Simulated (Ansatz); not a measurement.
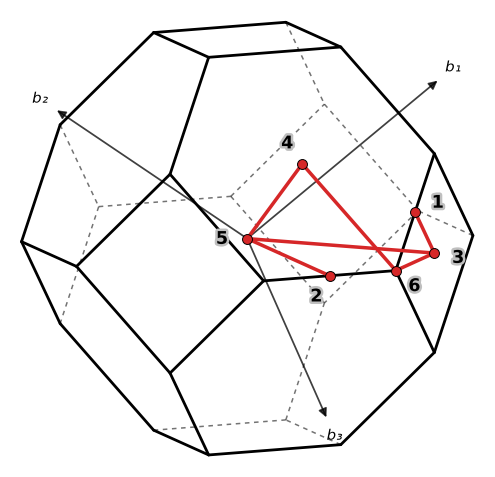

Crystal: SnGe2, the end point of a relaxation with DFT LDA, scalar-relativistic, plane waves, PAW (Ansatz 0.2.0); the starting structure was generated, so it need not be a known form of this composition. The first Brillouin zone of a face-centred cubic lattice (cF; extended symbol cF2) is drawn with its special points numbered. Geometry calculated from the standardised cell; symmetry tolerance 0.002 Å.

a = 6.615 Å, b = 6.615 Å, c = 6.615 Å, α = 90.00°, β = 90.00°, γ = 90.00°.

Labels and path follow the convention of Hinuma et al. (2017), as computed by seekpath; the arrows show the directions of the reciprocal primitive vectors b₁, b₂, b₃, in which coordinates are given.

Which special point is each number?

Answer.
```
no.  label      coordinates
  1      U  (5/8, 1/4, 5/8)
  2      K  (3/8, 3/8, 3/4)
  3      X    (1/2, 0, 1/2)
  4      L  (1/2, 1/2, 1/2)
  5      Γ        (0, 0, 0)
  6      W  (1/2, 1/4, 3/4)
```
